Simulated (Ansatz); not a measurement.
**FGeH₂O−: an energy map over bond length O1–Ge2 and bond length Ge2–H4**

How does the energy of FGeH2O, SMILES [O-][GeH2][F], charge −1 change over two coordinates at once? A grid of runs gives the map.

Method: RHF/def2-SVPD; program: Ansatz 0.2.0.

## Step 1: The starting structure

SMILES `[O-][GeH2][F]`, 5 atoms, charge -1, spin multiplicity 1.

Atoms are counted from 1 here; the program's logs count them from 0.

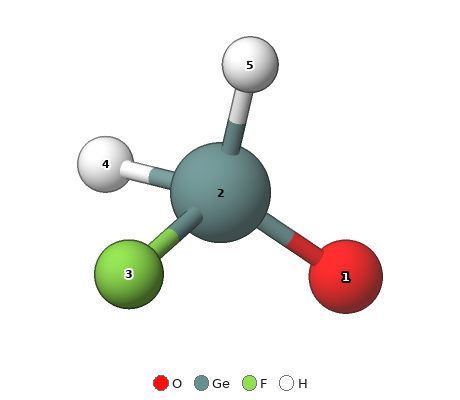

As it starts; oxygen red, germanium teal, fluorine green, hydrogen white; atoms are numbered from 1 in the order of the file.

Coordinates:

```xyz
5

O    -0.62789    0.04543    1.70372
Ge    0.03347   -0.05377    0.13858
F    -0.90911    0.87920   -1.16879
H     0.04516   -1.47542   -0.56945
H     1.45836    0.60456   -0.10405
```

This geometry comes from a loose relaxation at PBE in a small basis, which is not shown.

## Step 2: The minimum at this level

The input, input.yaml:

```yaml
crystal:
  periodic: [false, false, false]
  atoms:
    - { symbol: O, position_ang: [-0.627895, 0.045432, 1.703715] }
    - { symbol: Ge, position_ang: [0.033472, -0.053766, 0.138581] }
    - { symbol: F, position_ang: [-0.909107, 0.8792, -1.16879] }
    - { symbol: H, position_ang: [0.045164, -1.475425, -0.569453] }
    - { symbol: H, position_ang: [1.458356, 0.604559, -0.104053] }
total_charge: -1
basis:
  gaussian: { orbitals: def2-SVPD }
hamiltonian:
  xc: hf
output:
  forces: true
relax:
  f_tol: 0.003
  max_steps: 120
```

The run is started by

```
$ ansatz run input.yaml --threads 1 --pin off --max-ram 2560MiB --backend cpu --events-out ev --progress --plain --runs-dir out
```

What it wrote, cut to the lines that bear on the results:

```text
Warning: RAYON_NUM_THREADS=1 ignored (pool sized by the plan → 1); use --threads N
[...]
Functional definition: HF
[...]
1012 factors; integrals over basis functions are off by at most 2.0e-4 eV
[...]
mean field -61238.92952859 eV, -2250.4891509383 hartree, gradient 4.1e-5 eV, S^2 0.000000; 0 other end points of the search recorded, 0 dependent functions left out
[...]
reference -61238.92952859 eV, -2250.4891509383 hartree; 26, 26 occupied and 74, 74 virtual orbitals, 1012 factors
relax step   1: F+E_penalty+E_count = -61238.92952859 eV  Δ(F+E_penalty+E_count) = +0.000e0 eV  max|allowed force component| = 1.575e0 eV/Å  Δτ_max = 0.0000 Å  (38 SCF iters, accepted)
[...]
relax step   5: F+E_penalty+E_count = -61239.02077396 eV  Δ(F+E_penalty+E_count) = -6.222e-4 eV  max|allowed force component| = 7.088e-3 eV/Å  Δτ_max = 0.0061 Å  (42 SCF iters, accepted)
[...]
relax step   6: F+E_penalty+E_count = -61239.02079225 eV  Δ(F+E_penalty+E_count) = -1.829e-5 eV  max|allowed force component| = 5.302e-4 eV/Å  Δτ_max = 0.0018 Å  (42 SCF iters, accepted)
1012 factors; integrals over basis functions are off by at most 2.0e-4 eV
[...]
mean field -61239.02079225 eV, -2250.4925048161 hartree, gradient 1.0e-5 eV, S^2 0.000000; 1 other end points of the search recorded, 0 dependent functions left out
[...]
reference -61239.02079225 eV, -2250.4925048161 hartree; 26, 26 occupied and 74, 74 virtual orbitals, 1012 factors
Total energy: -61239.02079225 eV, -2250.4925048161 hartree
Atom 0 at    -0.619561     0.050671     1.654910 Å, force    -0.000159     0.000093     0.000101 eV/Å
Atom 1 at     0.025661    -0.045787     0.126713 Å, force     0.000167    -0.000024    -0.000481 eV/Å
Atom 2 at    -0.894664     0.859318    -1.123834 Å, force     0.000152    -0.000174     0.000347 eV/Å
Atom 3 at     0.052674    -1.450007    -0.556646 Å, force     0.000249     0.000530     0.000123 eV/Å
Atom 4 at     1.435880     0.585805    -0.101142 Å, force    -0.000409    -0.000426    -0.000090 eV/Å
Dipole moment:     0.469788    -0.177378    -0.633801 e Å
```

It took 26 s on 1 thread of Intel Xeon Platinum 8259CL at 2.50GHz (Skylake/Cascade Lake), shared host; peak memory 0.21 GiB.

Along the way:

| step | energy from step 1 (eV) | largest force component (eV/Å) |
| --- | --- | --- |
| 1 | 0.0000 | 1.5747 |
| 2 | -0.0779 | 0.5401 |
| 3 | -0.0906 | 0.0734 |
| 4 | -0.0906 | 0.1136 |
| 5 | -0.0912 | 0.0071 |
| 6 | -0.0913 | 0.0005 |

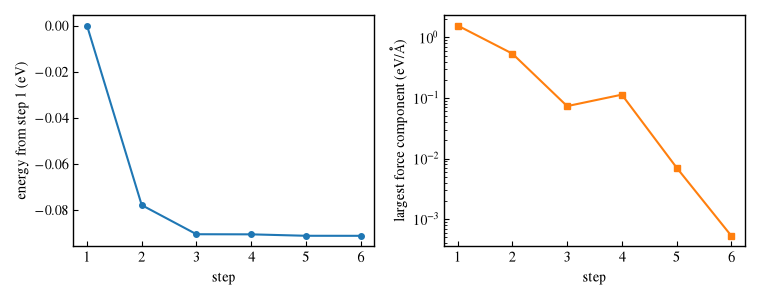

Energy and force, step by step.

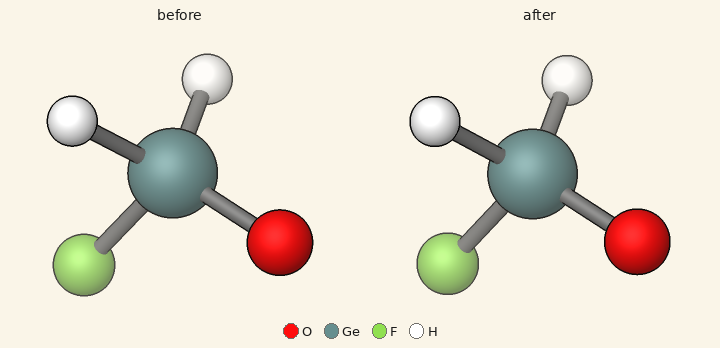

Before and after, at one scale.

Close pairs (by a distance rule), those that changed most:

```
  bond  before (Å)  after (Å)  change (Å)
Ge2–F3       1.862      1.797      -0.065
O1–Ge2       1.702      1.662      -0.040
Ge2–H4       1.588      1.562      -0.026
Ge2–H5       1.588      1.562      -0.026
```

## Step 3: The grid

The axes are (1) bond length O1–Ge2: 11 values from 1.429 to 2.326 Å; (2) bond length Ge2–H4: 11 values from 1.374 to 1.952 Å.

Nothing else is relaxed (all other coordinates rigid). Energies count from the relaxed molecule at the same level.

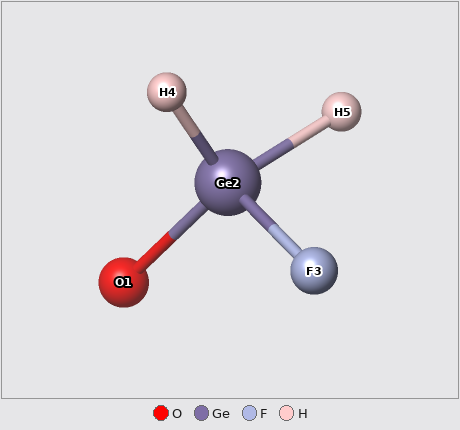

The geometry at bond length O1–Ge2 = 1.878 Å, bond length Ge2–H4 = 1.432 Å.

Below, 3 of the grid's runs; all are launched alike.

## Step 4: Grid point bond length O1–Ge2 = 1.878 Å, bond length Ge2–H4 = 1.432 Å

The input, input.yaml:

```yaml
crystal:
  periodic: [false, false, false]
  atoms:
    - { symbol: O, position_ang: [-0.619561, 0.050671, 1.65491] }
    - { symbol: Ge, position_ang: [0.10968, -0.058347, -0.072286] }
    - { symbol: F, position_ang: [-0.810644, 0.846757, -1.322834] }
    - { symbol: H, position_ang: [0.134447, -1.345778, -0.698811] }
    - { symbol: H, position_ang: [1.519899, 0.573245, -0.300142] }
total_charge: -1
basis:
  gaussian: { orbitals: def2-SVPD }
hamiltonian:
  xc: hf
output:
  forces: true
```

The run is started by

```
$ ansatz run input.yaml --threads 1 --pin off --max-ram 2560MiB --backend cpu --events-out ev --progress --plain --runs-dir out
```

What it wrote, cut to the lines that bear on the results:

```text
Warning: RAYON_NUM_THREADS=1 ignored (pool sized by the plan → 1); use --threads N
[...]
Functional definition: HF
[...]
970 factors; integrals over basis functions are off by at most 9.7e-4 eV
[...]
mean field -61238.18729841 eV, -2250.4618744825 hartree, gradient 3.2e-5 eV, S^2 0.000000; 0 other end points of the search recorded, 0 dependent functions left out
[...]
reference -61238.18729841 eV, -2250.4618744825 hartree; 26, 26 occupied and 74, 74 virtual orbitals, 970 factors
Total energy: -61238.18729841 eV, -2250.4618744825 hartree
Atom 0 at    -0.619561     0.050671     1.654910 Å, force     2.028092    -0.297632    -4.713685 eV/Å
Atom 1 at     0.109680    -0.058347    -0.072286 Å, force    -1.963009     2.721105     5.438719 eV/Å
Atom 2 at    -0.810644     0.846757    -1.322834 Å, force     0.042541    -0.035508     0.151738 eV/Å
Atom 3 at     0.134447    -1.345778    -0.698811 Å, force    -0.023664    -2.421500    -1.026629 eV/Å
Atom 4 at     1.519899     0.573245    -0.300142 Å, force    -0.083959     0.033534     0.149857 eV/Å
Dipole moment:     0.568955    -0.252135    -0.897881 e Å
```

It took 3.9 s on 1 thread of Intel Xeon Platinum 8259CL at 2.50GHz (Skylake/Cascade Lake), shared host; peak memory 0.19 GiB.

Energy on the map's scale: 80 kJ/mol.

## Step 5: The run at bond length O1–Ge2 = 1.788 Å, bond length Ge2–H4 = 1.606 Å

The input, input.yaml:

```yaml
crystal:
  periodic: [false, false, false]
  atoms:
    - { symbol: O, position_ang: [-0.619561, 0.050671, 1.65491] }
    - { symbol: Ge, position_ang: [0.074733, -0.053123, 0.010487] }
    - { symbol: F, position_ang: [-0.845592, 0.851982, -1.240061] }
    - { symbol: H, position_ang: [0.102509, -1.496987, -0.692166] }
    - { symbol: H, position_ang: [1.484952, 0.578469, -0.217369] }
total_charge: -1
basis:
  gaussian: { orbitals: def2-SVPD }
hamiltonian:
  xc: hf
output:
  forces: true
```

The run is started by

```
$ ansatz run input.yaml --threads 1 --pin off --max-ram 2560MiB --backend cpu --events-out ev --progress --plain --runs-dir out
```

What it wrote, cut to the lines that bear on the results:

```text
Warning: RAYON_NUM_THREADS=1 ignored (pool sized by the plan → 1); use --threads N
[...]
Functional definition: HF
[...]
968 factors; integrals over basis functions are off by at most 1.1e-3 eV
[...]
mean field -61238.72670902 eV, -2250.4816974567 hartree, gradient 1.5e-5 eV, S^2 0.000000; 0 other end points of the search recorded, 0 dependent functions left out
[...]
reference -61238.72670902 eV, -2250.4816974567 hartree; 26, 26 occupied and 74, 74 virtual orbitals, 968 factors
Total energy: -61238.72670902 eV, -2250.4816974567 hartree
Atom 0 at    -0.619561     0.050671     1.654910 Å, force     1.523294    -0.247689    -3.571570 eV/Å
Atom 1 at     0.074733    -0.053123     0.010487 Å, force    -1.470725    -0.237532     2.958289 eV/Å
Atom 2 at    -0.845592     0.851982    -1.240061 Å, force     0.078070    -0.099197     0.160680 eV/Å
Atom 3 at     0.102509    -1.496987    -0.692166 Å, force    -0.028648     0.637786     0.375734 eV/Å
Atom 4 at     1.484952     0.578469    -0.217369 Å, force    -0.101992    -0.053368     0.076867 eV/Å
Dipole moment:     0.529986    -0.163493    -0.764396 e Å
```

Wall time 3.2 s (1 thread of Intel Xeon Platinum 8259CL at 2.50GHz (Skylake/Cascade Lake), shared host); peak memory 0.19 GiB.

On the map this point reads 28 kJ/mol.

## Step 6: Grid point bond length O1–Ge2 = 1.698 Å, bond length Ge2–H4 = 1.548 Å

The input, input.yaml:

```yaml
crystal:
  periodic: [false, false, false]
  atoms:
    - { symbol: O, position_ang: [-0.619561, 0.050671, 1.65491] }
    - { symbol: Ge, position_ang: [0.039785, -0.047898, 0.09326] }
    - { symbol: F, position_ang: [-0.880539, 0.857206, -1.157288] }
    - { symbol: H, position_ang: [0.066558, -1.439618, -0.584017] }
    - { symbol: H, position_ang: [1.450004, 0.583694, -0.134596] }
total_charge: -1
basis:
  gaussian: { orbitals: def2-SVPD }
hamiltonian:
  xc: hf
output:
  forces: true
```

The run is started by

```
$ ansatz run input.yaml --threads 1 --pin off --max-ram 2560MiB --backend cpu --events-out ev --progress --plain --runs-dir out
```

What it wrote, cut to the lines that bear on the results:

```text
Warning: RAYON_NUM_THREADS=1 ignored (pool sized by the plan → 1); use --threads N
[...]
Functional definition: HF
[...]
968 factors; integrals over basis functions are off by at most 1.1e-3 eV
[...]
mean field -61238.99273724 eV, -2250.4914738133 hartree, gradient 1.6e-5 eV, S^2 0.000000; 0 other end points of the search recorded, 0 dependent functions left out
[...]
reference -61238.99273724 eV, -2250.4914738133 hartree; 26, 26 occupied and 74, 74 virtual orbitals, 968 factors
Total energy: -61238.99273724 eV, -2250.4914738133 hartree
Atom 0 at    -0.619561     0.050671     1.654910 Å, force     0.555374    -0.082127    -1.296498 eV/Å
Atom 1 at     0.039785    -0.047898     0.093260 Å, force    -0.537731     0.280187     1.293417 eV/Å
Atom 2 at    -0.880539     0.857206    -1.157288 Å, force     0.013967    -0.014377     0.037544 eV/Å
Atom 3 at     0.066558    -1.439618    -0.584017 Å, force    -0.007714    -0.184089    -0.064198 eV/Å
Atom 4 at     1.450004     0.583694    -0.134596 Å, force    -0.023896     0.000407     0.029735 eV/Å
Dipole moment:     0.488312    -0.187515    -0.681004 e Å
```

It took 2.7 s on 1 thread of Intel Xeon Platinum 8259CL at 2.50GHz (Skylake/Cascade Lake), shared host; peak memory 0.19 GiB.

Energy on the map's scale: 2.7 kJ/mol.

## Step 7: The map

121 points were computed. Energies in kJ/mol, from the relaxed molecule at the same level:

| bond length Ge2–H4 (Å) ↓, bond length O1–Ge2 (Å) → | 1.429 | 1.519 | 1.608 | 1.698 | 1.788 | 1.878 | 1.967 | 2.057 | 2.147 | 2.237 | 2.326 |
| --- | --- | --- | --- | --- | --- | --- | --- | --- | --- | --- | --- |
| 1.952 | 238 | 119 | 74 | 73 | 99 | 141 | 190 | 241 | 291 | 337 | 379 |
| 1.895 | 225 | 105 | 59 | 58 | 84 | 125 | 174 | 225 | 275 | 322 | 364 |
| 1.837 | 212 | 91 | 45 | 43 | 69 | 110 | 158 | 209 | 260 | 307 | 349 |
| 1.779 | 201 | 79 | 32 | 30 | 55 | 96 | 144 | 195 | 246 | 293 | 335 |
| 1.721 | 191 | 69 | 21 | 19 | 44 | 84 | 132 | 183 | 233 | 281 | 324 |
| 1.663 | 184 | 61 | 13 | 10 | 34 | 75 | 122 | 174 | 224 | 271 | 314 |
| 1.606 | 180 | 57 | 8 | 4 | 28 | 69 | 116 | 167 | 218 | 265 | 308 |
| 1.548 | 181 | 57 | 7 | 3 | 27 | 66 | 114 | 165 | 215 | 263 | 306 |
| 1.490 | 187 | 62 | 11 | 7 | 30 | 70 | 117 | 168 | 219 | 267 | 310 |
| 1.432 | 200 | 74 | 23 | 18 | 41 | 80 | 128 | 179 | 229 | 277 | 321 |
| 1.374 | 222 | 95 | 44 | 38 | 61 | 100 | 147 | 198 | 249 | 297 | 341 |

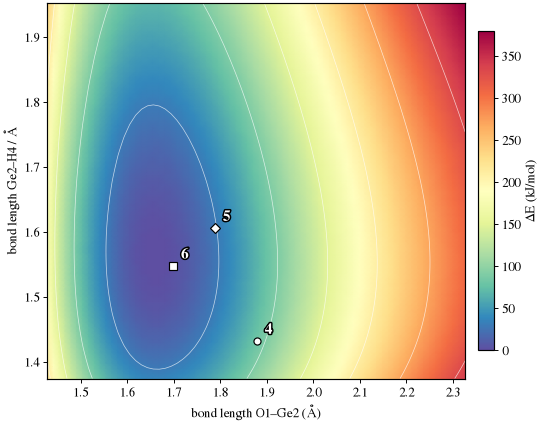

The map; numbers mark the steps of this session that print a point's run. The picture shows a smooth colour map. Between grid points the surface is interpolated.

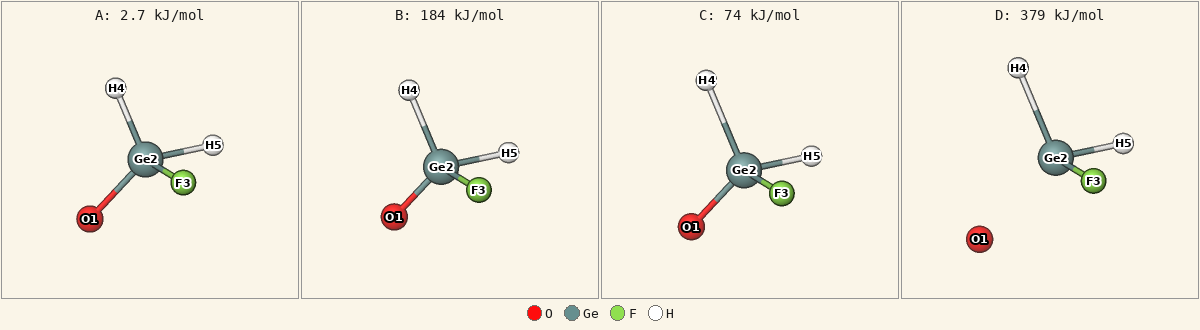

Structures on the grid, at one scale: A at bond length O1–Ge2 = 1.698 Å, bond length Ge2–H4 = 1.548 Å; B at bond length O1–Ge2 = 1.429 Å, bond length Ge2–H4 = 1.663 Å; C at bond length O1–Ge2 = 1.608 Å, bond length Ge2–H4 = 1.952 Å; D at bond length O1–Ge2 = 2.326 Å, bond length Ge2–H4 = 1.952 Å.

The largest force on an atom (eV/Å) at each point:

```tsv
bond length Ge2–H4 (Å) ↓, bond length O1–Ge2 (Å) →	1.429	1.519	1.608	1.698	1.788	1.878	1.967	2.057	2.147	2.237	2.326
1.952	20.0	9.9	3.9	2.8	4.1	5.3	5.8	5.9	5.6	5.1	4.6
1.895	20.0	9.9	3.9	2.7	4.1	5.3	5.8	5.9	5.6	5.2	4.6
1.837	20.0	9.8	3.8	2.5	4.0	5.3	5.8	5.9	5.6	5.2	4.7
1.779	19.9	9.8	3.7	2.2	4.0	5.3	5.8	5.9	5.6	5.2	4.7
1.721	19.8	9.6	3.5	1.8	4.0	5.3	5.8	5.9	5.7	5.2	4.7
1.663	19.9	9.4	3.2	1.5	3.9	5.2	5.8	5.9	5.7	5.3	4.8
1.606	20.0	9.3	2.8	1.5	3.9	5.2	5.8	5.9	5.7	5.3	4.8
1.548	20.1	9.4	2.7	1.4	3.9	5.2	5.8	5.9	5.7	5.3	4.8
1.490	20.2	9.5	2.8	2.2	4.3	5.4	5.9	6.0	5.9	5.6	5.2
1.432	20.3	9.5	2.9	3.4	5.3	6.4	6.9	7.0	6.8	6.6	6.2
1.374	20.4	9.6	4.6	5.0	6.8	7.8	8.3	8.4	8.3	8.0	7.7
```

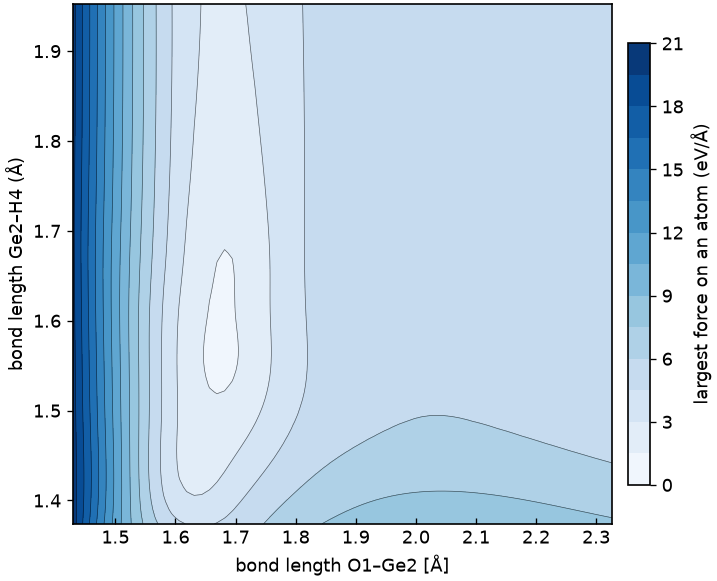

The largest force on an atom over the grid. In the figure: filled contours. Between grid points the surface is interpolated.

## Step 8: Outcome

```
                       quantity                                                                                                                                                             value
                   lowest point                                                                                            bond length O1–Ge2 = 1.698 Å, bond length Ge2–H4 = 1.548 Å, 2.7 kJ/mol
         highest computed point                                                                           bond length O1–Ge2 = 2.326 Å, bond length Ge2–H4 = 1.952 Å, 376 kJ/mol above the lowest
largest force on an atom (eV/Å)  1.4 at bond length O1–Ge2 = 1.698 Å, bond length Ge2–H4 = 1.548 Å to 20.4 at bond length O1–Ge2 = 1.429 Å, bond length Ge2–H4 = 1.374 Å; 1.4 at the lowest point
        time for the whole task                                                                                                                                  9.2 min on 1 thread, shared host
```

What this shows: The lowest computed point is at bond length O1–Ge2 = 1.698 Å, bond length Ge2–H4 = 1.548 Å, 2.7 kJ/mol from the relaxed molecule at the same level. The grid shows no other well, apart from its symmetry copies. The highest computed point, bond length O1–Ge2 = 2.326 Å, bond length Ge2–H4 = 1.952 Å, lies 376 kJ/mol above the lowest. Round the minimum the two coordinates are nearly uncoupled.
